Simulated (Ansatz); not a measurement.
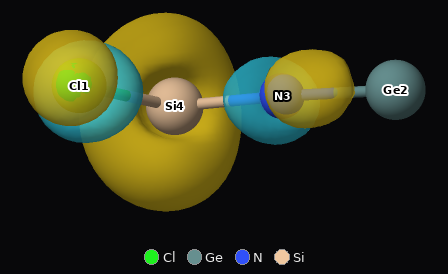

Figure 1: ClGeNSi. One frontier orbital at ±0.15 Å⁻³ᐟ² (yellow and cyan are the two phases), seen from one side.

Geometry: r2SCAN-D4/def2-SVP.

The calculation used isolated molecule in a Gaussian basis; Kohn-Sham density functional theory, functional PBE0 in Ansatz 0.2.0.

Q: Which orbital is it: HOMO or LUMO?

A: The HOMO, at −6.70 eV. By Hirshfeld shares it lies mainly on Si4 (about 60 %), Cl1 (about 20 %), N3 (about 10 %) and Ge2 (about 10 %); it is symmetric in the molecular plane (an in-plane orbital: σ, lone-pair or in-plane π type).
